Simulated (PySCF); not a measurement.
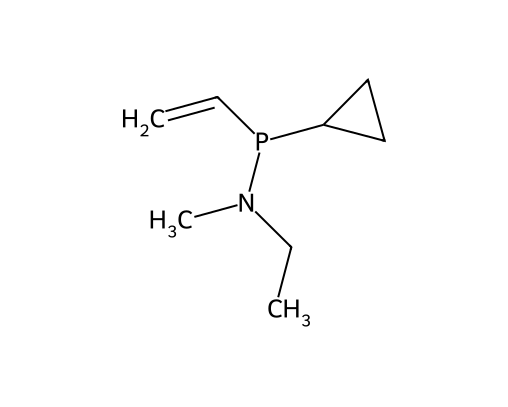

The geometry was computed by an optimisation with PBE0-D3(BJ)/def2-SVP. No frequency run is at hand to confirm it as a minimum. Level of theory: ωB97X-D/pcSseg-1, gas phase (PySCF 2.14.0).

Q: What is the dipole moment?

A: 0.73 D.

Q: Estimate the HOMO–LUMO gap.

A: 8.93 eV.

Q: Give the HOMO energy (Kohn–Sham orbital) at this level.

A: −7.41 eV.
